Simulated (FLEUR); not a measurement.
**Magnetic state of TiClO from several starts**

Aim: find out whether TiClO carries moments, and which collinear order costs least.

Program: FLEUR MaX-R8.1. Level of theory: PBEsol with U = 3.9 eV, J = 0.9 eV on Ti d; all-electron FLAPW, Dirac cores, scalar-relativistic bands. Results are calculated unless marked as measured.

The database entry behind the starting cell differs from later determinations by our own check (old inner coordinates), so it need not match the best structure at ambient conditions.

### Step 1. The structure

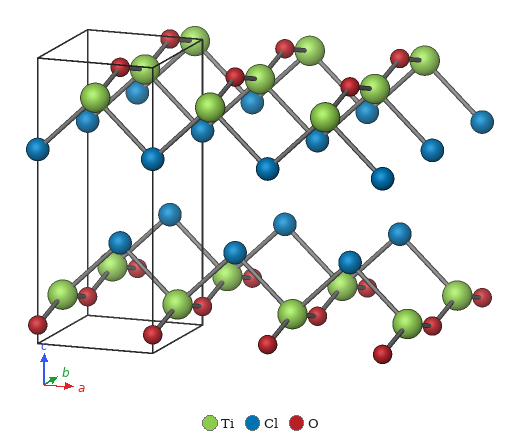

The starting structure, seen slightly off an axis (titanium green, chlorine blue, oxygen red). 3×2×1 cells are drawn. Some periodic images of atoms are drawn too.

As a file:

```cif
data_structure
_symmetry_space_group_name_H-M 'Pmmn:1'
_symmetry_Int_Tables_number 59
_cell_length_a 3.3800
_cell_length_b 3.7900
_cell_length_c 8.0300
_cell_angle_alpha 90.000
_cell_angle_beta 90.000
_cell_angle_gamma 90.000
_cell_volume 102.87
loop_
_atom_site_label
_atom_site_type_symbol
_atom_site_symmetry_multiplicity
_atom_site_Wyckoff_symbol
_atom_site_fract_x
_atom_site_fract_y
_atom_site_fract_z
_atom_site_occupancy
Ti1 Ti 2 b 0.00000 0.50000 0.12200 1
Cl1 Cl 2 a 0.50000 0.50000 0.32000 1
O1 O 2 a 0.50000 0.50000 0.93500 1
```

### Step 2. Order 1, typed as ferro ++

The parallel start is the test of whether parallel moments hold. A Hubbard U acts on the open shell, since semilocal functionals spread its electrons too much.

inpgen writes inp.xml from crystal.txt; cutoffs, mixing, functional, smearing and local orbitals are then set in the file. The k list default-1 (kpts.xml, not shown) is a Γ-centred 6×6×6 mesh; where the ranks do not divide the number of points, some are split in two of half the weight.

Contents of inp.xml:

```
<?xml version="1.0" encoding="UTF-8" standalone="no"?>
<fleurInput fleurInputVersion="0.39">
   <comment>
      TiClO
   </comment>
   <calculationSetup>
      <cutoffs Kmax="4.4" Gmax="13.2" GmaxXC="13.2" numbands="0"/>
      <scfLoop itmax="130" minDistance="0.0001" maxIterBroyd="15" imix="Anderson" alpha="0.05" precondParam="0.0" spinf="2.0" sdNocoIR="T"/>
      <coreElectrons ctail="T" frcor="F" kcrel="0" coretail_lmax="0"/>
      <xcFunctional name="PBEs" relativisticCorrections="F"/>
      <magnetism jspins="2"/>
      <soc l_soc="F" theta="0.0" phi="0.0" spav="F"/>
      <expertModes spex="0" secvar="F"/>
      <geometryOptimization l_f="F" forcealpha="1.0" forcemix="BFGS" epsdisp="0.00001" epsforce="0.00001"/>
      <ldaU l_linMix="F" mixParam="0.05" spinf="1.0"/>
   </calculationSetup>
   <cell>
      <bzIntegration valenceElectrons="50.0" mode="hist" fermiSmearingEnergy="0.00293995">
         <kPointListSelection listName="default-1"/>
         <xi:include xmlns:xi="http://www.w3.org/2001/XInclude" href="kpts.xml"> </xi:include>
      </bzIntegration>
      <xi:include xmlns:xi="http://www.w3.org/2001/XInclude" href="sym.xml"> </xi:include>
      <bulkLattice scale="1.0">
         <bravaisMatrix>
            <row-1>    6.3872743011479995     0.0000000000000000     0.0000000000000000</row-1>
            <row-2>    0.0000000000000000     7.1620620122339993     0.0000000000000000</row-2>
            <row-3>    0.0000000000000000     0.0000000000000000    15.1745007805379988</row-3>
         </bravaisMatrix>
      </bulkLattice>
   </cell>
   <atomSpecies>
      <species name="Titanium (1.002" element="Ti" atomicNumber="22">
         <mtSphere radius="2.29" gridPoints="757" logIncrement="0.016"/>
         <atomicCutoffs lmax="8" lnonsphr="6"/>
         <electronConfig flipSpins="F">
            <coreConfig>(1s1/2) (2s1/2) (2p1/2) (2p3/2)</coreConfig>
            <valenceConfig>(3s1/2) (3p1/2) (3p3/2) (4s1/2) (3d3/2) (3d5/2)</valenceConfig>
            <stateOccupation state="(3d3/2)" spinUp="0.4" spinDown="0.4"/>
            <stateOccupation state="(3d5/2)" spinUp="1.101" spinDown="0.099"/>
         </electronConfig>
         <energyParameters s="4" p="4" d="3" f="4"/>
         <ldaU l="2" U="3.9" J="0.9" l_amf="F"/>
         <lo type="SCLO" l="0" n="3" eDeriv="0"/>
         <lo type="SCLO" l="1" n="3" eDeriv="0"/>
      </species>
      <species name="Chlorine (Cl)" element="Cl" atomicNumber="17">
         <mtSphere radius="1.98" gridPoints="655" logIncrement="0.018"/>
         <atomicCutoffs lmax="8" lnonsphr="6"/>
         <electronConfig flipSpins="F">
            <coreConfig>(1s1/2) (2s1/2) (2p1/2) (2p3/2)</coreConfig>
            <valenceConfig>(3s1/2) (3p1/2) (3p3/2)</valenceConfig>
            <stateOccupation state="(3p1/2)" spinUp="0.833333" spinDown="0.833333"/>
            <stateOccupation state="(3p3/2)" spinUp="1.666667" spinDown="1.666667"/>
         </electronConfig>
         <energyParameters s="3" p="3" d="3" f="4"/>
      </species>
      <species name="Oxygen (O)" element="O" atomicNumber="8">
         <mtSphere radius="1.3" gridPoints="431" logIncrement="0.024"/>
         <atomicCutoffs lmax="6" lnonsphr="4"/>
         <electronConfig flipSpins="F">
            <coreConfig>(1s1/2)</coreConfig>
            <valenceConfig>(2s1/2) (2p1/2) (2p3/2)</valenceConfig>
            <stateOccupation state="(2p1/2)" spinUp="0.666667" spinDown="0.666667"/>
            <stateOccupation state="(2p3/2)" spinUp="1.333333" spinDown="1.333333"/>
         </electronConfig>
         <energyParameters s="2" p="2" d="3" f="4"/>
      </species>
   </atomSpecies>
   <atomGroups>
      <atomGroup species="Titanium (1.002">
         <relPos label="                   1">-1.000/4.000 1.000/4.000 .1220000000</relPos>
         <relPos label="                   2">1.000/4.000 -1.000/4.000 -.1220000000</relPos>
         <force calculate="T" relaxXYZ="TTT"/>
      </atomGroup>
      <atomGroup species="Chlorine (Cl)">
         <relPos label="                   3">1.000/4.000 1.000/4.000 8.000/25.000</relPos>
         <relPos label="                   4">-1.000/4.000 -1.000/4.000 -8.000/25.000</relPos>
         <force calculate="T" relaxXYZ="TTT"/>
      </atomGroup>
      <atomGroup species="Oxygen (O)">
         <relPos label="                   5">1.000/4.000 1.000/4.000 -.0650000000</relPos>
         <relPos label="                   6">-1.000/4.000 -1.000/4.000 .0650000000</relPos>
         <force calculate="T" relaxXYZ="TTT"/>
      </atomGroup>
   </atomGroups>
   <output dos="F" band="F" slice="F">
      <bandDOS minEnergy="-.5*Htr" maxEnergy="0.5*Htr" sigma="0.015" storeEVData="T"/>
      <plotting iplot="0" polar="F">
         <plot TwoD="T" vec1="  1.0  0.0  0.0" vec2="  0.0  1.0  0.0" vec3="  0.0  0.0  1.0" zero="  0.0  0.0  0.0" file="plot"/>
      </plotting>
      <moessbauerParams electricFieldGradient="F" isomerShift="F" coreHyperfine="F" valenceHyperfine="F"/>
   </output>
</fleurInput>
```

Contents of crystal.txt:

```
TiClO
&input film=F cartesian=F /
3.38000000000  0.00000000000  0.00000000000
0.00000000000  3.79000000000  0.00000000000
0.00000000000  0.00000000000  8.03000000000
1.8897261246
1.0 1.0 1.0

6
22 0.00000000000  0.50000000000  0.12200000000 : 1.002
22 0.50000000000  0.00000000000  0.87800000000 : 1.002
17 0.50000000000  0.50000000000  0.32000000000
17 0.00000000000  0.00000000000  0.68000000000
8 0.50000000000  0.50000000000  0.93500000000
8 0.00000000000  0.00000000000  0.06500000000

&kpt div1=6 div2=6 div3=6 gamma=T /
```

On the command line:

```bash
$ OMP_NUM_THREADS=1 inpgen -f crystal.txt > inpgen.log  # inp.xml is then edited as shown
$ OMP_NUM_THREADS=1 mpirun -n 4 fleur_MPI > fleur.log
```

The program printed:

```text
Welcome to FLEUR        (www.flapw.de)
      MaX-Release 8.1          (www.max-centre.eu)

 ========== k-point set info ==========
 Selected k-point list: default-1
 k-point list type: mesh
 6 x 6 x 6
 Number of k points: 64

 ------------Calculation Setup---------------------------
 Number of MPI-tasks      :            4
 Number of PE/node        :            4
 Number of OMP-threads    :            1
 k-points in parallel     :            4
 pe's per k-point         :            1
 No of k-point loops      :           16
 Eigenvalue solver        :       lapack
 Number of basis functions:         1050
 Approximate size of matrices (H+S) per k-point:         0.016 GB
 --------------------------------------------------------
 no density matrix found ... skipping LDA+U
 Reset of history
 Iteration:     1   Distance:      17.31803806 me/bohr^3
 Iteration:     2   Distance:      16.00407532 me/bohr^3
 Iteration:     3   Distance:      13.69767256 me/bohr^3
 Iteration:     4   Distance:       7.37630592 me/bohr^3
 Iteration:     5   Distance:       8.42454161 me/bohr^3
 Iteration:     6   Distance:       6.93838523 me/bohr^3
 Iteration:     7   Distance:       6.95977040 me/bohr^3
 Iteration:     8   Distance:       4.48839075 me/bohr^3
 Iteration:     9   Distance:       4.14049935 me/bohr^3
 Iteration:    10   Distance:       2.17865461 me/bohr^3
 Iteration:    11   Distance:       2.04716981 me/bohr^3
 Iteration:    12   Distance:       1.36282917 me/bohr^3
 Iteration:    13   Distance:       2.58427066 me/bohr^3
 Iteration:    14   Distance:       1.51448574 me/bohr^3
 Iteration:    15   Distance:       1.40642232 me/bohr^3
 Iteration:    16   Distance:       0.53367098 me/bohr^3
 Iteration:    17   Distance:       0.49462407 me/bohr^3
 Iteration:    18   Distance:       0.47225260 me/bohr^3
 Iteration:    19   Distance:       0.09230259 me/bohr^3
 Iteration:    20   Distance:       0.18664305 me/bohr^3
 Iteration:    21   Distance:       0.05192223 me/bohr^3
 Iteration:    22   Distance:       0.03447881 me/bohr^3
 Iteration:    23   Distance:       0.01622269 me/bohr^3
 Iteration:    24   Distance:       0.00862728 me/bohr^3
 Iteration:    25   Distance:       0.00171436 me/bohr^3
 Iteration:    26   Distance:       0.00147833 me/bohr^3
 Iteration:    27   Distance:       0.00038018 me/bohr^3
 Iteration:    28   Distance:       0.00017420 me/bohr^3
 Iteration:    29   Distance:       0.00016335 me/bohr^3
 Iteration:    30   Distance:       0.00004300 me/bohr^3

 ********************************************************************
 Run finished successfully
 Stop message:
   all done
 ********************************************************************

--- out.xml (last complete iteration) ---
<iteration numberForCurrentRun="   30" overallNumber="   30">
         [... left out ...]
         <bandgap value="1.1711641314" units="eV"/>
         <sumValenceSingleParticleEnergies value="-22.5788001995" units="Htr"/>
         <FermiEnergy value="0.2199123537" units="Htr"/>
         <valenceDensity>
            <mtCharges spin="1">
               <mtCharge atomType="1" total="5.5258849" s="1.0867344" p="3.0835445" d="1.3071240" f="0.0364059"/>
               <mtCharge atomType="2" total="2.5323530" s="0.7803586" p="1.7336773" d="0.0159285" f="0.0018774"/>
               <mtCharge atomType="3" total="2.0551645" s="0.6385751" p="1.4148506" d="0.0014842" f="0.0002196"/>
            </mtCharges>
            <mtCharges spin="2">
               <mtCharge atomType="1" total="4.6609119" s="1.0802888" p="3.0784732" d="0.4541462" f="0.0356181"/>
               <mtCharge atomType="2" total="2.5212935" s="0.7806686" p="1.7317002" d="0.0079298" f="0.0007515"/>
               <mtCharge atomType="3" total="2.0634153" s="0.6394336" p="1.4227727" d="0.0010118" f="0.0001701"/>
            </mtCharges>
            <spinDependentCharge spin="1" total="26.0000000" interstitial="5.7731952" mtSpheres="20.2268048"/>
            <spinDependentCharge spin="2" total="24.0000000" interstitial="5.5087587" mtSpheres="18.4912413"/>
            <totalCharge value="50.0000000000"/>
         </valenceDensity>
         [... left out ...]
         <allElectronCharges>
            <spinDependentCharge spin="1" total="48.0000000" interstitial="5.7732788" mtSpheres="42.2267212"/>
            <spinDependentCharge spin="2" total="46.0000000" interstitial="5.5088422" mtSpheres="40.4911578"/>
            <totalCharge value="93.9999999846"/>
         </allElectronCharges>
         <magneticMomentsInMTSpheres units="muBohr">
            <globalMagMoment atomType="1" vec="0.00000   0.00000   0.86497"/>
            <localMagMoment atomType="1" vec="0.00000   0.00000   0.86497"/>
            <globalMagMoment atomType="2" vec="0.00000   0.00000   0.01106"/>
            <localMagMoment atomType="2" vec="0.00000   0.00000   0.01106"/>
            <globalMagMoment atomType="3" vec="0.00000   0.00000  -0.00825"/>
            <localMagMoment atomType="3" vec="0.00000   0.00000  -0.00825"/>
         </magneticMomentsInMTSpheres>
         <moessbauerParams unitsHFF="kG" unitsIS="e/bohr^3" unitsEFG="Htr/bohr^2">
         </moessbauerParams>
         <totalEnergy value="    -2777.5971626158" units="Htr">
            <sumOfEigenvalues value="    -1594.6059438264">
               <coreElectrons value="-1572.0271436269"/>
               <valenceElectrons value="-22.5788001995"/>
            </sumOfEigenvalues>
            <densityCoulombPotentialIntegral value="-4191.2398227333"/>
            <densityEffectivePotentialIntegral value="-4392.5625610555"/>
            <chargeDenXCDenIntegral value="-154.0928549859"/>
            <FockExchangeEnergyValence value="0.0000000000"/>
            <FockExchangeEnergyCore value="0.0000000000"/>
            <atomTypeDependentContributions atomType="1">
               <electronNucleiInteractionDifferentMTs value="2018.6370713385"/>
               <MadelungTerm value="-19.0667537697"/>
            </atomTypeDependentContributions>
            <atomTypeDependentContributions atomType="2">
               <electronNucleiInteractionDifferentMTs value="1088.1652022164"/>
               <MadelungTerm value="-18.8221938507"/>
            </atomTypeDependentContributions>
            <atomTypeDependentContributions atomType="3">
               <electronNucleiInteractionDifferentMTs value="170.0886551268"/>
               <MadelungTerm value="-11.1569940035"/>
            </atomTypeDependentContributions>
            <dftUCorrection value="-0.0958568133"/>
            <tkbTimesEntropy value="0.0000046811"/>
            <freeEnergy value="-2777.5971672970"/>
            <extrapolationTo0K value="-2777.5971649564"/>
         </totalEnergy>
         <ldaUDensityMatrix>
            <densityMatrixFor spin="1" atomType="1" uIndex="1" l="2" U="3.90000000" J="0.90000000">
               (+0.20162,+0.00000) (+0.00000,+0.00000) (-0.18406,+0.00000) (+0.00000,+0.00000) (+0.13647,+0.00000)
               (+0.00000,+0.00000) (+0.10314,+0.00000) (+0.00000,+0.00000) (-0.02219,+0.00000) (+0.00000,+0.00000)
               (-0.18406,+0.00000) (+0.00000,+0.00000) (+0.69759,+0.00000) (+0.00000,+0.00000) (-0.18406,+0.00000)
               (+0.00000,+0.00000) (-0.02219,+0.00000) (+0.00000,+0.00000) (+0.10314,+0.00000) (+0.00000,+0.00000)
               (+0.13647,+0.00000) (+0.00000,+0.00000) (-0.18406,+0.00000) (+0.00000,+0.00000) (+0.20162,+0.00000)
            </densityMatrixFor>
            <densityMatrixFor spin="2" atomType="1" uIndex="1" l="2" U="3.90000000" J="0.90000000">
               (+0.10294,+0.00000) (+0.00000,+0.00000) (+0.04326,+0.00000) (+0.00000,+0.00000) (+0.04415,+0.00000)
               (+0.00000,+0.00000) (+0.09691,+0.00000) (+0.00000,+0.00000) (-0.02526,+0.00000) (+0.00000,+0.00000)
               (+0.04326,+0.00000) (+0.00000,+0.00000) (+0.05445,+0.00000) (+0.00000,+0.00000) (+0.04326,+0.00000)
               (+0.00000,+0.00000) (-0.02526,+0.00000) (+0.00000,+0.00000) (+0.09691,+0.00000) (+0.00000,+0.00000)
               (+0.04415,+0.00000) (+0.00000,+0.00000) (+0.04326,+0.00000) (+0.00000,+0.00000) (+0.10294,+0.00000)
            </densityMatrixFor>
         </ldaUDensityMatrix>
         <ldaUDensityMatrixConvergence>
            <distance spin="1" distance="0.000002"/>
            <distance spin="2" distance="0.000002"/>
         </ldaUDensityMatrixConvergence>
         <densityConvergence units="me/bohr^3">
            <chargeDensity spin="1" distance="0.0000291707"/>
            <chargeDensity spin="2" distance="0.0000303312"/>
            <overallChargeDensity distance="0.0000411471"/>
            <spinDensity distance="0.0000429970"/>
         </densityConvergence>
      </iteration>
```

Wall time 5.7 min (4 MPI ranks of AMD EPYC 7R43, shared host); peak memory 0.51 GiB.

Spin moment in the muffin-tin sphere by atom:

```csv
atom,spin moment in the muffin-tin sphere (μB)
Ti1,0.865
Ti2,0.865
Cl3,0.011
Cl4,0.011
O5,-0.008
O6,-0.008
```

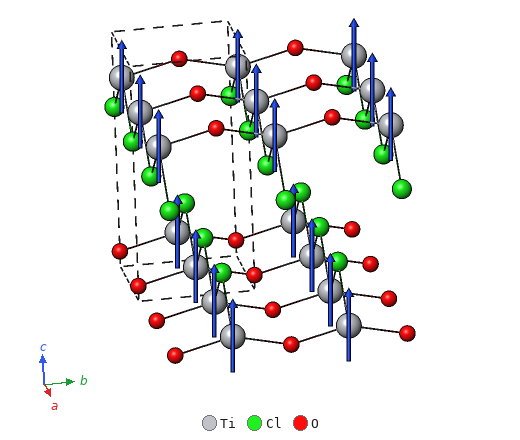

Spin moment in the muffin-tin sphere as arrows, the longest 0.865 μB. Up and down stand for the sign. Arrows give size and sign along the axis of quantisation, drawn up and down the page. 3×2×1 cells are drawn. Some periodic images of atoms are drawn too.

Read from the output:

* free energy: -75582.2694 eV
* program's band gap on this mesh (in a metal only a level spacing): 1.171 eV
* magnetization: 2 μB
* final state: ferromagnetic

After 30 cycles the largest moment stands at 0.865 μB.

[end of part 1 of 2]

[Logs and program files are shortened in this print: banners, set-up blocks, solver, clock and traceback lines can be left out without a mark of their own.]

[Logs are printed without paths, hosts, clocks, repeated set-up lines and the standing remarks that a program may print on its own settings, such as how far it seeks lower states.]

[Hosts, paths, dates, database ids (printed as entryN), source tags and the programs' standing remarks are cut or masked in the printed files.]

[Where a cell is said to come from a database of computed structures, the database is the Materials Project.]
